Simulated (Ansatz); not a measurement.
# C3H5Si (charge +1): shift of H5 from C1 to C2, part 2 of 2

Wanted: the energy profile along the shift of H5 from C1 to C2, from relaxed end points and a band of images. SMILES of the start: [CH+]=C=[SiH]C.

Ansatz 0.2.0; UKS PBE-D4/def2-SVP. Earlier steps stand in the parts before.

## (7) Vibrations at the top

The geometry is the highest inner image of the first converged band.

Contents of input.yaml:

```yaml
crystal:
  periodic: [false, false, false]
  atoms:
    - { symbol: C, position_ang: [0.569939, 1.930096, -2.18471] }
    - { symbol: C, position_ang: [0.489659, 1.150244, -1.154729] }
    - { symbol: Si, position_ang: [0.638336, 0.198801, 0.360276] }
    - { symbol: C, position_ang: [-0.598581, -1.041721, 0.884577] }
    - { symbol: H, position_ang: [-0.446831, 1.156151, -2.120785] }
    - { symbol: H, position_ang: [1.865005, 0.528539, 1.138999] }
    - { symbol: H, position_ang: [-1.426277, -1.160018, 0.158881] }
    - { symbol: H, position_ang: [-0.084739, -2.018446, 1.039151] }
    - { symbol: H, position_ang: [-1.006511, -0.743646, 1.878331] }
total_charge: 1
magnetization:
  spin_polarized: true
basis:
  gaussian: { orbitals: def2-SVP }
hamiltonian:
  xc: pbe
  dispersion: d4
phonons: {}
```

The run is started by

```console
ansatz run input.yaml --threads 2 --pin off --max-ram 3072MiB --backend cpu --events-out ev --progress --plain --runs-dir out
```

The program printed (excerpt; [...] marks lines left out):

```text
Warning: RAYON_NUM_THREADS=2 ignored (pool sized by the plan → 2); use --threads N
[...]
Functional definition: PBE
[...]
960 factors; their error is unknown
[...]
mean field -11044.54669272 eV, -405.8796046947 hartree, gradient 1.6e-5 eV, S^2 0.000000; 0 other end points of the search recorded, 0 dependent functions left out
[...]
reference -11044.54672497 eV, -405.8796058800 hartree; 18, 18 occupied and 67, 67 virtual orbitals, 960 factors
[...]
960 factors; their error is unknown
[...]
WARN: phonons: modes at or below zero, which the zero-point energy, F, S and C_V leave out: 1, the lowest at -882.15 cm⁻¹. A minimum has none, and a first-order saddle one
[...]
Atom 5 at     1.865005     0.528539     1.138999 Å, force    -0.004137     0.000252    -0.003117 eV/Å
Atom 6 at    -1.426277    -1.160018     0.158881 Å, force     0.001268     0.001024     0.001216 eV/Å
Atom 7 at    -0.084739    -2.018446     1.039151 Å, force    -0.002165    -0.000362    -0.000824 eV/Å
Atom 8 at    -1.006511    -0.743646     1.878331 Å, force     0.001905     0.002211    -0.001466 eV/Å
Dipole moment:    -0.138057    -0.521895     0.607065 e Å
Vibrations: -882.15 65.11 147.53 157.80 363.77 367.65 521.26 603.57 688.60 732.51 795.05 864.85 1211.89 1330.48 1333.46 1835.27 2255.08 2307.96 2951.89 3032.81 3104.96 cm⁻¹, zero-point energy 1.529438 eV
```

Wall time 29 s (2 threads of Intel Xeon 6975P-C (Granite Rapids), shared host); peak memory 0.15 GiB.

Of 21 modes, 1 is imaginary by more than 30 cm⁻¹ (882i cm⁻¹).

## (8) A trajectory let go at the top

It starts at the highest inner image of the first converged band: 200 steps of 0.5 fs at constant energy, with velocities drawn for 300 K.

input.yaml, as its differences from that of step 7:

```diff
@@ -20,2 +20,8 @@
   dispersion: d4
-phonons: {}
+md:
+  timestep: 0.5
+  n_steps: 200
+  ensemble: nve
+  temperature: 300.0
+  initial_velocities: maxwell_boltzmann
+  seed: 12671
```

The run is started by

```console
ansatz run input.yaml --threads 2 --pin off --max-ram 3072MiB --backend cpu --events-out ev --progress --plain --runs-dir out
```

The program printed (excerpt; [...] marks lines left out):

```text
Warning: RAYON_NUM_THREADS=2 ignored (pool sized by the plan → 2); use --threads N
[...]
[... 1 set-up line as earlier in the session ...]
[...]
960 factors; their error is unknown
[...]
mean field -11044.54669272 eV, -405.8796046947 hartree, gradient 1.6e-5 eV, S^2 0.000000; 0 other end points of the search recorded, 0 dependent functions left out
[...]
reference -11044.54672497 eV, -405.8796058800 hartree; 18, 18 occupied and 67, 67 virtual orbitals, 960 factors
[...]
md step    75: t =    37.50 fs  T =  1810.0 K  F+E_penalty+E_count = -11046.06006418 eV  E_kin = 1.637732 eV  conserved = -11044.42233204 eV  (35 SCF iters, 3 dispersion substeps)
[...]
md step    99: t =    49.50 fs  T =   471.1 K  F+E_penalty+E_count = -11044.84659555 eV  E_kin = 0.426288 eV  conserved = -11044.42030804 eV  (35 SCF iters, 3 dispersion substeps)
md step   100: t =    50.00 fs  T =   514.7 K  F+E_penalty+E_count = -11044.88612826 eV  E_kin = 0.465694 eV  conserved = -11044.42043473 eV  (35 SCF iters, 3 dispersion substeps)
```

## (9) The output, continued: dynamics from the highest image of the converged band

Output, continued (excerpt; [...] marks lines left out):

```text
md step   101: t =    50.50 fs  T =   563.0 K  F+E_penalty+E_count = -11044.92996277 eV  E_kin = 0.509410 eV  conserved = -11044.42055245 eV  (35 SCF iters, 3 dispersion substeps)
[...]
md step   126: t =    63.00 fs  T =  2477.1 K  F+E_penalty+E_count = -11046.66411207 eV  E_kin = 2.241311 eV  conserved = -11044.42280061 eV  (32 SCF iters, 3 dispersion substeps)
[...]
Atom 5 at     1.724708     0.594144     1.407277 Å, force    -0.457680    -0.193311    -0.697542 eV/Å
Atom 6 at    -1.121800    -1.686904     0.191176 Å, force    -0.074823    -0.258252    -0.785530 eV/Å
Atom 7 at    -0.076130    -1.661752     1.661876 Å, force    -0.022537    -0.132851     0.028777 eV/Å
Atom 8 at    -1.378382    -0.504487     1.448084 Å, force    -0.427514     0.453252     0.375319 eV/Å
Dipole moment:     0.198276    -0.171309     0.493417 e Å
```

It took 3.2 min on 2 threads of Intel Xeon 6975P-C (Granite Rapids), shared host; peak memory 0.15 GiB.

## (10) The trajectory

One step in 8; energies are changes from step 0:

```
time (fs)  T (K)  potential energy change (meV/atom)  total energy change (meV/atom)  H5–C1 (Å)  H5–C2 (Å)
      0.0    300                                 0.0                            0.00       1.28       1.35
      4.0    201                                10.0                            0.07       1.26       1.34
      8.0    157                                14.4                            0.05       1.27       1.38
     12.0    134                                16.8                            0.04       1.26       1.42
     16.0    188                                11.4                            0.06       1.20       1.46
     20.0    424                               -12.3                            0.11       1.17       1.61
     24.0   1173                               -87.7                            0.04       1.17       1.91
     28.0   2149                              -186.1                           -0.19       1.18       2.30
     32.0   2283                              -199.5                           -0.15       1.26       2.52
     36.0   2007                              -171.8                           -0.16       1.24       2.33
     40.0   1250                               -95.5                           -0.02       1.14       1.89
     44.0    489                               -18.9                            0.09       1.17       1.62
     48.0    387                                -8.7                            0.09       1.23       1.62
     52.0    723                               -42.5                            0.05       1.14       1.70
     56.0   1561                              -126.9                           -0.08       1.12       2.00
     60.0   2165                              -187.5                           -0.07       1.23       2.37
     64.0   2505                              -221.9                           -0.24       1.18       2.41
     68.0   1697                              -140.5                           -0.07       1.16       2.19
     72.0    627                               -32.8                            0.09       1.20       1.90
     76.0    317                                -1.6                            0.10       1.11       1.69
     80.0    865                               -56.9                           -0.03       1.15       1.84
     84.0   1679                              -138.7                           -0.07       1.18       2.19
     88.0   2272                              -198.3                           -0.10       1.15       2.40
     92.0   2267                              -197.9                           -0.13       1.20       2.36
     96.0   1753                              -146.2                           -0.13       1.14       2.04
    100.0    854                               -55.6                            0.09       1.11       1.78
```

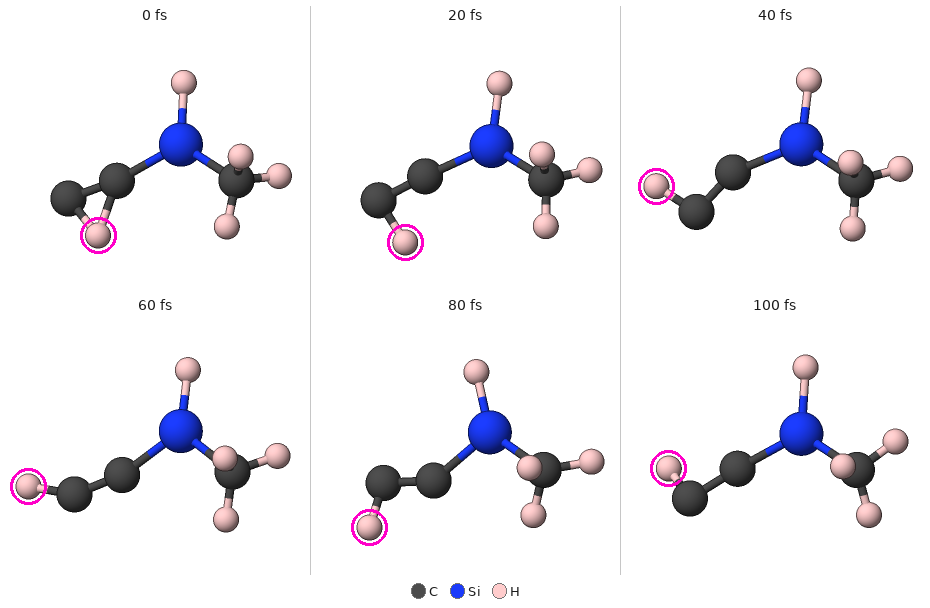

The system at six times, viewed from a chosen angle. Sticks join atoms within a bonding distance in each frame.

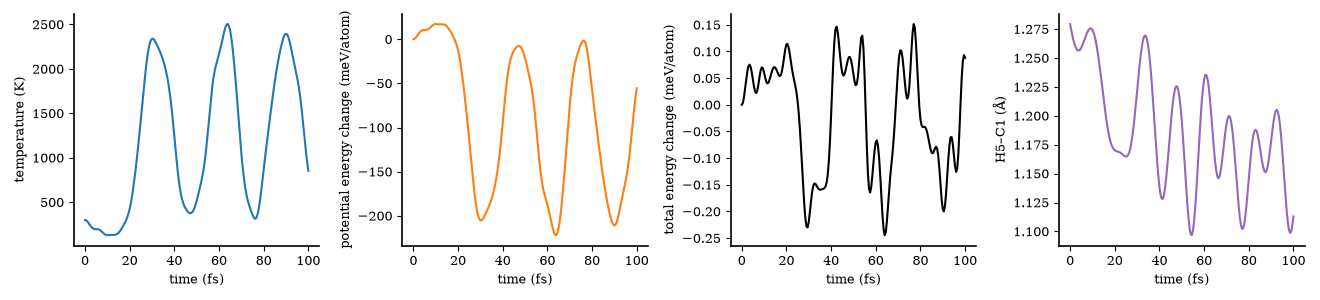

Time series of the run, each on its own scale.

The last frame stands with the bonds of end A.

## (11) A trajectory let go at the top

It starts at the highest inner image of the first converged band: 200 steps of 0.5 fs at constant energy, with velocities drawn for 100 K.

input.yaml, as its differences from that of step 8:

```diff
@@ -24,4 +24,4 @@
   ensemble: nve
-  temperature: 300.0
+  temperature: 100.0
   initial_velocities: maxwell_boltzmann
-  seed: 12671
+  seed: 12672
```

The run is started by

```console
ansatz run input.yaml --threads 2 --pin off --max-ram 3072MiB --backend cpu --events-out ev --progress --plain --runs-dir out
```

The program printed (excerpt; [...] marks lines left out):

```text
Warning: RAYON_NUM_THREADS=2 ignored (pool sized by the plan → 2); use --threads N
[...]
[... 1 set-up line as earlier in the session ...]
[...]
960 factors; their error is unknown
[...]
mean field -11044.54669272 eV, -405.8796046947 hartree, gradient 1.6e-5 eV, S^2 0.000000; 0 other end points of the search recorded, 0 dependent functions left out
[...]
reference -11044.54672497 eV, -405.8796058800 hartree; 18, 18 occupied and 67, 67 virtual orbitals, 960 factors
[...]
md step    45: t =    22.50 fs  T =  2187.3 K  F+E_penalty+E_count = -11046.58310875 eV  E_kin = 1.979129 eV  conserved = -11044.60397943 eV  (33 SCF iters, 3 dispersion substeps)
[...]
md step    60: t =    30.00 fs  T =  1924.4 K  F+E_penalty+E_count = -11046.34494488 eV  E_kin = 1.741276 eV  conserved = -11044.60366876 eV  (34 SCF iters, 3 dispersion substeps)
md step    61: t =    30.50 fs  T =  1823.0 K  F+E_penalty+E_count = -11046.25295279 eV  E_kin = 1.649508 eV  conserved = -11044.60344475 eV  (34 SCF iters, 3 dispersion substeps)
```

## (12) The output, continued: dynamics from the highest image of the converged band

The log, continued (excerpt; [...] marks lines left out):

```text
md step    62: t =    31.00 fs  T =  1709.8 K  F+E_penalty+E_count = -11046.15025649 eV  E_kin = 1.547072 eV  conserved = -11044.60318480 eV  (34 SCF iters, 3 dispersion substeps)
[...]
md step    81: t =    40.50 fs  T =   200.5 K  F+E_penalty+E_count = -11044.78305944 eV  E_kin = 0.181445 eV  conserved = -11044.60161469 eV  (34 SCF iters, 3 dispersion substeps)
[...]
md step   119: t =    59.50 fs  T =  2347.1 K  F+E_penalty+E_count = -11046.72759758 eV  E_kin = 2.123668 eV  conserved = -11044.60392996 eV  (32 SCF iters, 3 dispersion substeps)
[...]
md step   138: t =    69.00 fs  T =   348.0 K  F+E_penalty+E_count = -11044.91644439 eV  E_kin = 0.314900 eV  conserved = -11044.60154448 eV  (35 SCF iters, 3 dispersion substeps)
md step   139: t =    69.50 fs  T =   275.6 K  F+E_penalty+E_count = -11044.85077999 eV  E_kin = 0.249332 eV  conserved = -11044.60144821 eV  (35 SCF iters, 3 dispersion substeps)
```

## (13) More of the same log: dynamics from the highest image of the converged band

Output, continued (excerpt; [...] marks lines left out):

```text
md step   140: t =    70.00 fs  T =   214.4 K  F+E_penalty+E_count = -11044.79534071 eV  E_kin = 0.193984 eV  conserved = -11044.60135691 eV  (34 SCF iters, 3 dispersion substeps)
[...]
md step   155: t =    77.50 fs  T =   928.0 K  F+E_penalty+E_count = -11045.44158276 eV  E_kin = 0.839670 eV  conserved = -11044.60191261 eV  (34 SCF iters, 3 dispersion substeps)
[...]
Atom 5 at     1.781907     0.278216     1.266935 Å, force     0.487622     0.281826     0.016226 eV/Å
Atom 6 at    -1.252984    -1.557705     0.249203 Å, force    -0.256067     0.129287    -0.180244 eV/Å
Atom 7 at     0.121160    -1.793454     1.377971 Å, force    -0.148053    -0.267971     0.345139 eV/Å
Atom 8 at    -1.176106    -0.614956     1.813152 Å, force    -0.204446     0.150400     0.339397 eV/Å
Dipole moment:     0.234768    -0.238829     0.507980 e Å
```

Run time: 3.1 min. Hardware: 2 threads of Intel Xeon 6975P-C (Granite Rapids), shared host; peak memory 0.16 GiB.

## (14) What the atoms did

The trajectory, every 8 steps (energies from step 0):

```
time (fs)  T (K)  potential energy change (meV/atom)  total energy change (meV/atom)  H5–C1 (Å)  H5–C2 (Å)
      0.0    100                                 0.0                            0.00       1.28       1.35
      4.0     64                                 3.6                            0.03       1.26       1.38
      8.0     74                                 2.7                            0.03       1.24       1.43
     12.0    204                               -10.4                            0.05       1.20       1.53
     16.0    747                               -65.0                            0.06       1.16       1.76
     20.0   1762                              -167.2                           -0.13       1.17       2.16
     24.0   2273                              -218.7                           -0.21       1.25       2.48
     28.0   2188                              -210.2                           -0.22       1.24       2.43
     32.0   1458                              -136.6                           -0.08       1.17       2.05
     36.0    515                               -41.6                            0.08       1.16       1.70
     40.0    208                               -10.8                            0.03       1.20       1.56
     44.0    267                               -16.8                            0.03       1.19       1.57
     48.0    622                               -52.4                            0.08       1.14       1.72
     52.0   1531                              -144.0                           -0.08       1.15       2.06
     56.0   2211                              -212.4                           -0.17       1.21       2.39
     60.0   2315                              -222.9                           -0.22       1.20       2.42
     64.0   1503                              -141.1                           -0.07       1.17       2.15
     68.0    521                               -42.3                            0.02       1.16       1.80
     72.0    107                                -0.6                            0.07       1.14       1.64
     76.0    557                               -45.9                            0.05       1.17       1.78
     80.0   1610                              -151.9                           -0.11       1.14       2.11
     84.0   2266                              -218.0                           -0.20       1.19       2.43
     88.0   2234                              -214.7                           -0.16       1.23       2.41
     92.0   1698                              -160.7                           -0.12       1.12       2.05
     96.0    699                               -60.2                            0.02       1.15       1.78
    100.0    195                                -9.5                            0.07       1.20       1.69
```

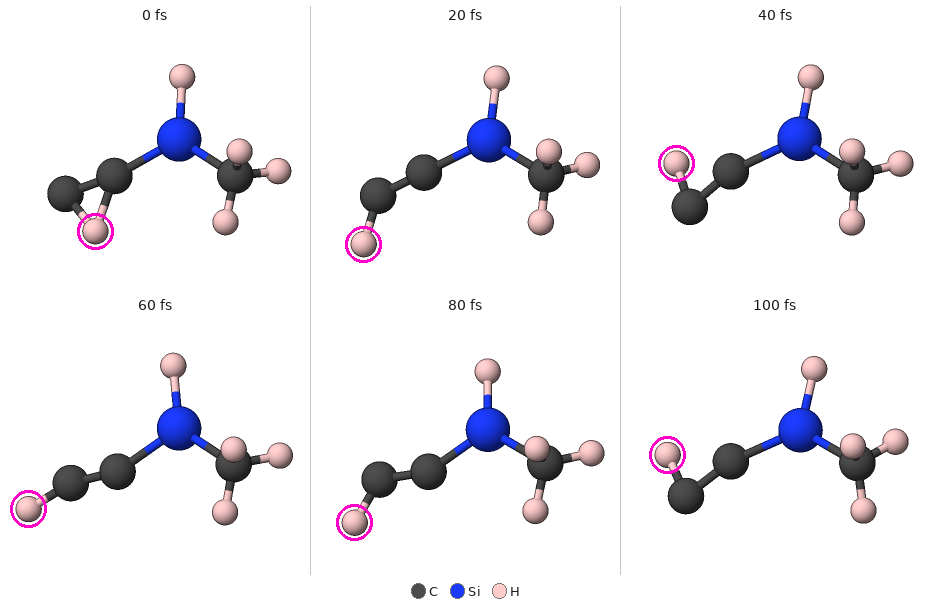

The system at six times, viewed from a chosen angle. Sticks join atoms within a bonding distance in each frame.

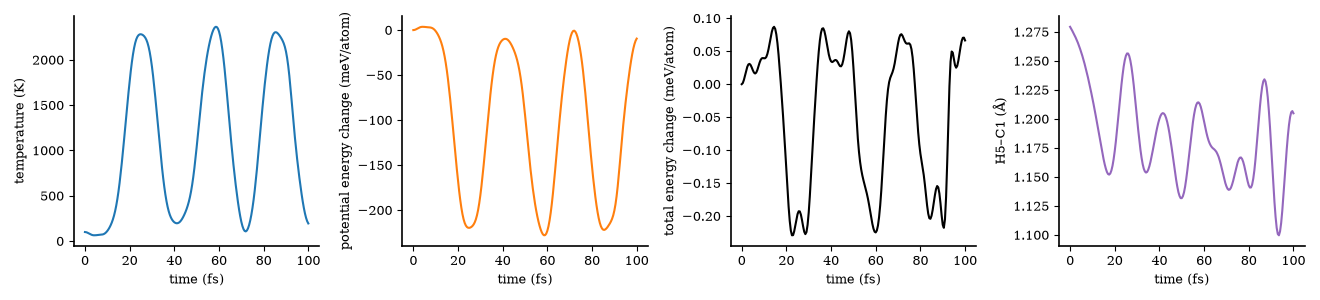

Traces against time; each panel has its own scale.

The last frame stands with the bonds of end A.

## (15) Results

The summary covers parts 1 to 2.

| quantity | value |
| --- | --- |
| end A | 4 moves, 0.153 eV lower |
| end B | 26 moves, 3.207 eV lower |
| barrier forwards | 2.43 eV |
| barrier backwards | 2.43 eV |
| second end relative to first | 0.000 eV |
| highest image | 2 of 0 to 6, climbing |
| band iterations | 23 |
| imaginary modes at the top | 882i cm⁻¹ |
| trajectory at 300 K, after 100 fs | with the bonds of end A, at 854 K |
| trajectory at 100 K, after 100 fs | with the bonds of end A, at 195 K |

**Reading.** Along this path the system climbs 2.43 eV from the first end (94 kT at 300 K); with a typical attempt rate of 10^13 per second that is roughly 10^-28 events a second. The two ends lie within 1 meV of each other. By distance, end A alone has C1–H5, C2–Si3 and end B alone has C1–Si3, C2–H5. One imaginary mode, as a first-order saddle point has. These are electronic energies, with no zero-point or thermal terms. Tunnelling, which matters where hydrogen moves, is missing too. Semilocal functionals tend to give barriers that are too low.
